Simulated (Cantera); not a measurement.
Feed: 1 mol Si, 14 mol HF, 45 mol H2, at 1398.15 K.

Method: chemical equilibrium by Gibbs-energy minimisation in Cantera with the NASA 1993 tables (ideal gas, pure condensed phases). Candidate condensed phases: Si; 25 gas species. The tables' values for SiF3, SiF2 are old estimates; treat these amounts as uncertain. Rates play no part.

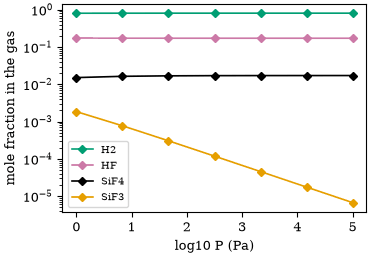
Fig. 1. Equilibrium gas composition (values under 1e-9 drawn at 1e-9)

Task: Read off the mole fractions at 1.00 bar.

Result: H2 about 0.81, HF about 0.17, SiF4 about 0.017, SiF3 about 6.8e-6.
